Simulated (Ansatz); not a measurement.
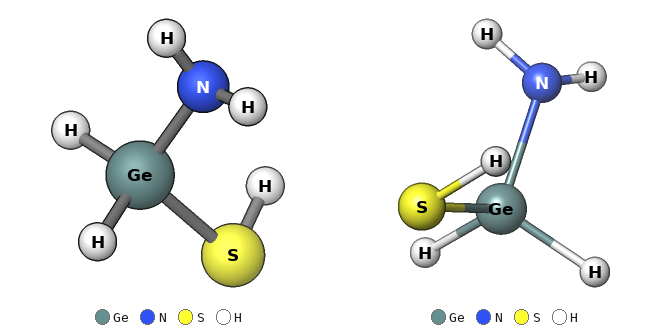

Two views of one molecule.

Computed geometry: PBE0-D4/def2-TZVP optimisation.

Question: Count the atoms of each element.

Answer: GeH5NS, 8 atoms: 1 germanium, 5 hydrogen, 1 nitrogen and 1 sulfur.

Question: How many sets of symmetry-equivalent atoms are there?

Answer: 8: 1 Ge, 1 N, 1 S, 1 H, 1 H, 1 H, 1 H, 1 H.

More results for the same structure follow; atom numbers are the same in all pictures, views and colours differ.

## Geometry

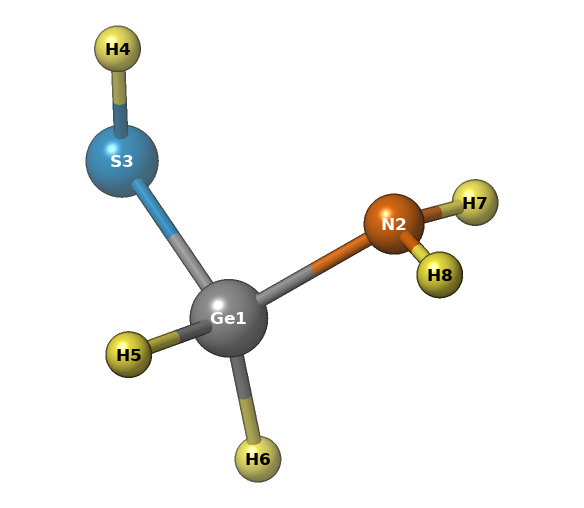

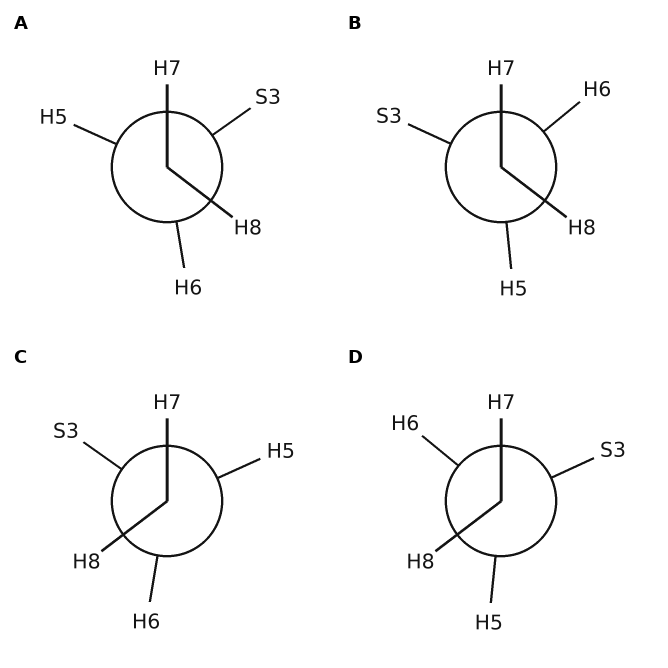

Depth is shown by fading: the farther an atom, the more it takes the colour of the background. Bonds that would overlap in a projection are set slightly apart.

Question: Which Newman projection shows the view along N2–Ge1, with N2 in front?

Answer: B. The torsion angle H7–N2–Ge1–S3 is −65°, synclinal (gauche).

## Electronic properties

Level of theory: RKS B3LYP-D4/def2-TZVPP (Ansatz 0.2.0).

Question: Give the dispersion correction at this level.

Answer: −24.4 kJ/mol.

## Charges

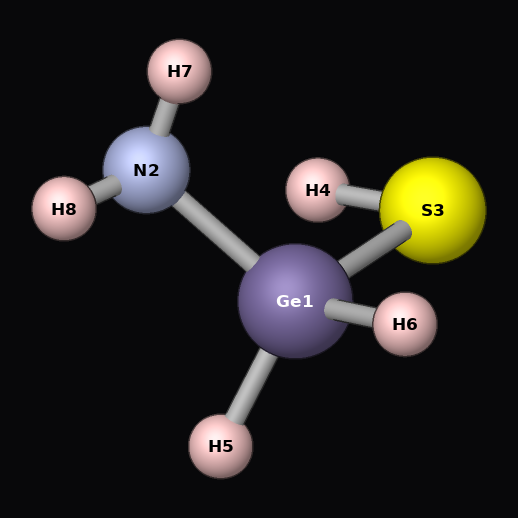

The questions are on Mulliken charges. Properties computed with RKS PBE0-D4/def2-TZVP (Ansatz 0.2.0).

List the Mulliken charges.

| atom | value (e) |
| --- | --- |
| Ge1 | 0.36 |
| N2 | −0.63 |
| S3 | −0.39 |
| H4 | 0.18 |
| H5 | 0.01 |
| H6 | 0.00 |
| H7 | 0.24 |
| H8 | 0.24 |

## Dipole moment

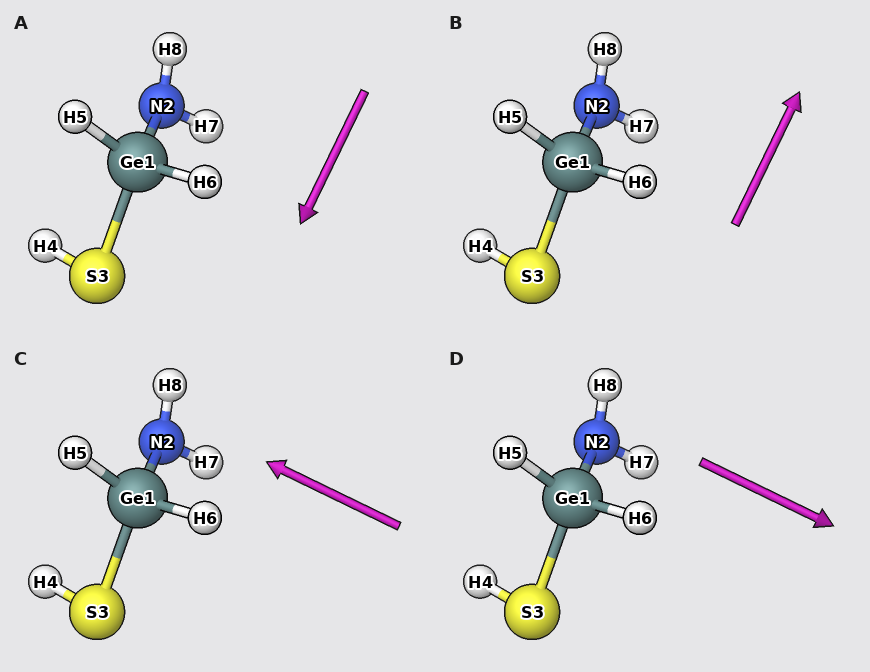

The same molecule four times, each with an arrow. Method: RKS PBE0-D4/def2-TZVP (Ansatz 0.2.0).

Question: Which arrow points along the dipole moment, from the negative to the positive end?

Answer: B. The dipole moment is 2.01 D; it points from the side of S3, H4 to the side of H8 (the outermost atoms at the two ends).

Mulliken values depend strongly on the basis set and can even reverse the polarity of a bond.
